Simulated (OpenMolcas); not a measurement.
# CHClGaNO (SMILES O=C=[N][GaH][Cl]) at 6 levels

Wanted: a comparison of 6 runs (BHLYP/6-31G*, M06-L/6-31G*, PBE/6-31G*, TPSS/6-31G*, revPBE/6-31G*, B3LYP/6-31G*) of CHClGaNO. 

The calculation is run with OpenMolcas 26.06.

1 further run of the same task is left out (set aside as unsound or not needed).

**1. Starting point**

CHClGaNO: 6 atoms, total charge 0, spin state singlet. As SMILES, `O=C=[N][GaH][Cl]`. The shape is that of a PBE0-D4/def2-TZVP optimisation. This is one conformer, not always the lowest.

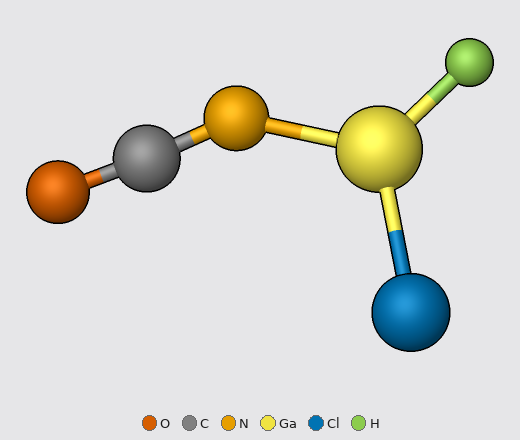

The structure, seen from a chosen angle (oxygen orange, carbon grey, nitrogen amber, gallium yellow, chlorine blue, hydrogen green).

**2. Energy and gradient at BHLYP/6-31G(d) (spherical functions) (run 1)**

Contents of run.input:

```
&GATEWAY
  BasLib=$CurrDir
  Coord
  6
  bohr
  O     -1.32318623    -4.96355464    -1.31657219
  C     -1.30731253    -2.80813302    -0.88363594
  N     -1.43014473    -0.57579955    -0.46846311
  Ga     0.46959694     2.12480805     0.52099749
  Cl     4.34145680     1.31260377     1.28085637
  H     -0.67066380     4.78932189     0.77988997
  Basis=6-31Gs
  Group=NoSym

&SEWARD
  GridInput
  Grid=UltraFine
  End of Grid

&SCF
  KSDFT=HYB_GGA_XC_BHANDHLYP
  Thresholds=1e-10 1e-07 1e-07 1e-05
  PrOrbitals=1 1

&ALASKA
```

The basis set 6-31G* is read from a file made from the Basis Set Exchange's data (not shown).

The run is started by

```
$ export MOLCAS_MEM=1860
$ pymolcas run.input > run.log
```

Output:

```text
--- Start Module: gateway ---
[...]
--- Stop Module: gateway /rc=_RC_ALL_IS_WELL_ ---
[...]
      Basis functions           94
[...]
--- Start Module: scf ---
[...]
       Convergence after  16 Iterations
[...]
::    Total KS-DFT energy                           -2553.4013159933
[...]
      Total spin, S                                     0.0000000000
[...]
      Total electronic charge=   70.000000
      Total            charge=   -0.000000
[...]
      Dipole Moment (debye):
      Origin of the operator (angstrom)=    0.4562    0.2739    0.1558
                   X= -7.7793E-01               Y=  2.4550E+00               Z=  3.0340E-01           Total=  2.5931E+00
      Quadrupole Moment (debye*angstrom):
[...]
--- Stop Module: scf /rc=_RC_ALL_IS_WELL_ ---
[...]
--- Start Module: alaska ---
[...]
 *              Molecular gradients               *
 **************************************************
  Irreducible representation: a
 ------------------------------------------------------------------------------------------
                              X                       Y                       Z
 ------------------------------------------------------------------------------------------
  O1               -1.93234434545442E-04   -4.16637131700881E-03   -8.78550159514546E-04
  C2                8.26756863860467E-04    3.57583019948038E-04    2.73533937868997E-04
  N3                1.46476376670535E-04    4.79412744905328E-03    9.87543798993684E-04
  GA4               3.24441263304820E-03   -7.13009418557675E-04    6.28348925684641E-04
  CL5              -4.01648588537284E-03    4.18982192804229E-04   -8.72033792175486E-04
  H6               -7.92555367912229E-06   -6.91311926300564E-04   -1.38842710825537E-04
 ------------------------------------------------------------------------------------------
[...]
```

It took 23 s on 1 thread of Intel Xeon 6975P-C (Granite Rapids), shared host; peak memory 0.52 GiB.

**3. Energy and gradient at M06-L/6-31G(d) (spherical functions) (run 2)**

Contents of mol.xyz:

```xyz
6

O     -0.700200    -2.626600    -0.696700
C     -0.691800    -1.486000    -0.467600
N     -0.756800    -0.304700    -0.247900
Ga     0.248500     1.124400     0.275700
Cl     2.297400     0.694600     0.677800
H     -0.354900     2.534400     0.412700
```

Contents of calc.input:

```
&GATEWAY
BasLib = $CurrDir
Coord = mol.xyz
Basis = 6-31Gs
Group = NoSym
&SEWARD
GridInput
Grid=UltraFine
End of Grid
&SCF
KSDFT = M06L
Thresholds = 1e-10 1e-07 1e-07 1e-05
PrOrbitals = 1
&ALASKA
```

The basis set 6-31G* is read from a file made from the Basis Set Exchange's data (not shown).

The run is started by

```
$ export MOLCAS_MEM=1860
$ pymolcas calc.input > calc.log
```

Output:

```text
--- Start Module: gateway ---
[...]
--- Stop Module: gateway /rc=_RC_ALL_IS_WELL_ ---
[...]
      Basis functions           94
[...]
--- Start Module: scf ---
[...]
       Convergence after  17 Iterations
[...]
::    Total KS-DFT energy                           -2553.4559690782
[...]
      Total spin, S                                     0.0000000000
[...]
      Total electronic charge=   70.000000
      Total            charge=   -0.000000
[...]
      Dipole Moment (debye):
      Origin of the operator (angstrom)=    0.4562    0.2739    0.1558
                   X= -7.9584E-01               Y=  2.2553E+00               Z=  2.5939E-01           Total=  2.4056E+00
      Quadrupole Moment (debye*angstrom):
[...]
--- Stop Module: scf /rc=_RC_ALL_IS_WELL_ ---
[...]
--- Start Module: alaska ---
[...]
 *              Molecular gradients               *
 **************************************************
  Irreducible representation: a
 ------------------------------------------------------------------------------------------
                              X                       Y                       Z
 ------------------------------------------------------------------------------------------
  O1                1.03568434568668E-03    2.60691309893524E-02    5.43408573209092E-03
  C2               -3.13921806854345E-03   -4.71864083710072E-03   -1.68188999852226E-03
  N3                5.45187579606221E-03   -1.70463728203318E-02   -2.09816193455525E-03
  GA4               2.90680149074518E-04   -2.51550125521049E-03   -4.33036420828925E-04
  CL5              -4.71313613751079E-03    8.05942668666404E-04   -9.60867624810291E-04
  H6                1.07411391548506E-03   -2.59455874530623E-03   -2.60129753453020E-04
 ------------------------------------------------------------------------------------------
[...]
```

Wall time 30 s (1 thread of Intel Xeon 6975P-C (Granite Rapids), shared host); peak memory 0.52 GiB.

**4. Energy and gradient at PBE/6-31G(d) (spherical functions) (run 3)**

Contents of run.input:

```
* CHClGaNO Kohn-Sham DFT
&GATEWAY
BasLib
$CurrDir
BasisSet
O.6-31Gs....
O1 -0.700200 -2.626600 -0.696700 angstrom
End of Basis
BasisSet
C.6-31Gs....
C2 -0.691800 -1.486000 -0.467600 angstrom
End of Basis
BasisSet
N.6-31Gs....
N3 -0.756800 -0.304700 -0.247900 angstrom
End of Basis
BasisSet
Ga.6-31Gs....
Ga4 0.248500 1.124400 0.275700 angstrom
End of Basis
BasisSet
Cl.6-31Gs....
Cl5 2.297400 0.694600 0.677800 angstrom
End of Basis
BasisSet
H.6-31Gs....
H6 -0.354900 2.534400 0.412700 angstrom
End of Basis
&SEWARD
GridInput
Grid=UltraFine
End of Grid
&SCF
KSDFT
PBE
Thresholds
1e-10 1e-07 1e-07 1e-05
PrOrbitals
1
&ALASKA
```

The basis set 6-31G* is read from a file made from the Basis Set Exchange's data (not shown).

The run is started by

```
$ export MOLCAS_MEM=1860
$ pymolcas run.input > run.log
```

Output:

```text
--- Start Module: gateway ---
[...]
--- Stop Module: gateway /rc=_RC_ALL_IS_WELL_ ---
[...]
      Basis functions           94
[...]
--- Start Module: scf ---
[...]
       Convergence after  17 Iterations
[...]
::    Total KS-DFT energy                           -2552.8558071414
[...]
      Total spin, S                                     0.0000000000
[...]
      Total electronic charge=   70.000000
      Total            charge=   -0.000000
[...]
      Dipole Moment (debye):
      Origin of the operator (angstrom)=    0.4562    0.2739    0.1558
                   X= -7.2759E-01               Y=  1.9741E+00               Z=  2.1967E-01           Total=  2.1153E+00
      Quadrupole Moment (debye*angstrom):
[...]
--- Stop Module: scf /rc=_RC_ALL_IS_WELL_ ---
[...]
--- Start Module: alaska ---
[...]
 *              Molecular gradients               *
 **************************************************
  Irreducible representation: a
 ------------------------------------------------------------------------------------------
                              X                       Y                       Z
 ------------------------------------------------------------------------------------------
  O1                1.12964361519463E-03    4.63420606710088E-02    9.49307150306655E-03
  C2               -4.08844233106587E-03   -6.29499217991314E-03   -2.22255876726807E-03
  N3                7.38635324771764E-03   -3.42617597047722E-02   -5.06495430421028E-03
  GA4               2.78739649132476E-03   -2.77700978433870E-03    1.09353702837822E-04
  CL5              -8.98946724698391E-03    1.52022344046099E-03   -1.83651258463691E-03
  H6                1.77451622396108E-03   -4.52852244256086E-03   -4.78399549822983E-04
 ------------------------------------------------------------------------------------------
[...]
```

Wall time 24 s (1 thread of Intel Xeon 6975P-C (Granite Rapids), shared host); peak memory 0.52 GiB.

Runs 4 to 5 aren't shown in full; the table further down has their settings and results.

**5. Energy and gradient at B3LYP/6-31G(d) (Cartesian functions) (run 6)**

Contents of job.input:

```
&GATEWAY
  BasLib
  $CurrDir
  BasisSet
  O.6-31Gs....
  O1 -0.700200 -2.626600 -0.696700 angstrom
  End of Basis
  BasisSet
  C.6-31Gs....
  C2 -0.691800 -1.486000 -0.467600 angstrom
  End of Basis
  BasisSet
  N.6-31Gs....
  N3 -0.756800 -0.304700 -0.247900 angstrom
  End of Basis
  BasisSet
  Ga.6-31Gs....
  Ga4 0.248500 1.124400 0.275700 angstrom
  End of Basis
  BasisSet
  Cl.6-31Gs....
  Cl5 2.297400 0.694600 0.677800 angstrom
  End of Basis
  BasisSet
  H.6-31Gs....
  H6 -0.354900 2.534400 0.412700 angstrom
  End of Basis

&SEWARD
  GridInput
  Grid=UltraFine
  End of Grid

&SCF
  KSDFT
  B3LYP
  Thresholds
  1e-10 1e-07 1e-07 1e-05
  PrOrbitals
  1

&ALASKA
```

The basis set 6-31G* is read from a file made from the Basis Set Exchange's data (not shown).

The run is started by

```
$ export MOLCAS_MEM=1860
$ pymolcas job.input > job.log
```

Output:

```text
--- Start Module: gateway ---
[...]
--- Stop Module: gateway /rc=_RC_ALL_IS_WELL_ ---
[...]
      Basis functions          101
[...]
--- Start Module: scf ---
[...]
       Convergence after  17 Iterations
[...]
::    Total KS-DFT energy                           -2553.5895678719
[...]
      Total spin, S                                     0.0000000000
[...]
      Total electronic charge=   70.000000
      Total            charge=   -0.000000
[...]
      Dipole Moment (debye):
      Origin of the operator (angstrom)=    0.4562    0.2739    0.1558
                   X= -7.4477E-01               Y=  2.1970E+00               Z=  2.5994E-01           Total=  2.3343E+00
      Quadrupole Moment (debye*angstrom):
[...]
--- Stop Module: scf /rc=_RC_ALL_IS_WELL_ ---
[...]
--- Start Module: alaska ---
[...]
 *              Molecular gradients               *
 **************************************************
  Irreducible representation: a
 ------------------------------------------------------------------------------------------
                              X                       Y                       Z
 ------------------------------------------------------------------------------------------
  O1                6.74833449473056E-04    2.52408139846025E-02    5.18339626784758E-03
  C2               -1.86738101847794E-03   -4.26164240783988E-03   -1.28850383795298E-03
  N3                4.79152579237052E-03   -1.62320277040023E-02   -2.09301760489033E-03
  GA4               4.86049578554315E-03   -4.65642623874274E-03    2.28501440707074E-04
  CL5              -8.92592959859684E-03    1.34063016819397E-03   -1.85709370701836E-03
  H6                4.66455589549053E-04   -1.43134780221477E-03   -1.73282558732057E-04
 ------------------------------------------------------------------------------------------
[...]
```

Wall time 27 s (1 thread of Intel Xeon 6975P-C (Granite Rapids), shared host); peak memory 0.57 GiB.

**6. The series**

```csv
run,level,Cartesian functions,energy (Eh),dipole moment (D),HOMO energy (eV),LUMO energy (eV),wall time
1,BHLYP/6-31G* (spherical functions),no,-2553.401316,2.59,-9.98,-1.06,23 s
2,M06-L/6-31G* (spherical functions),no,-2553.455969,2.41,-7.64,-2.41,30 s
3,PBE/6-31G* (spherical functions),no,-2552.855807,2.12,-7.29,-2.56,24 s
4,TPSS/6-31G* (spherical functions),no,-2553.555518,2.12,-7.38,-2.44,30 s
5,revPBE/6-31G* (spherical functions),no,-2553.248808,2.11,-7.23,-2.46,24 s
6,B3LYP/6-31G* (Cartesian functions),yes,-2553.589568,2.33,-8.41,-2.03,27 s
```

**7. Outcome**

| quantity | value |
| --- | --- |
| run 6: total energy | -2553.58957 Eh |
| run 6: dipole moment | 2.33 D |
| run 6: HOMO energy | -8.41 eV |
| run 6: LUMO energy | -2.03 eV |
| run 6: HOMO–LUMO gap | 6.37 eV |
| run 6: largest force on an atom | 1.325 eV/Å |

In words: The dipole moment (its size) runs from 2.11 D (revPBE/6-31G*) to 2.59 D (BHLYP/6-31G*). The HOMO–LUMO gap runs from 4.73 eV (PBE/6-31G*) to 8.92 eV (BHLYP/6-31G*). Totals of different functionals can't be ranked against each other. All runs together took 2.6 min, the longest 30 s.
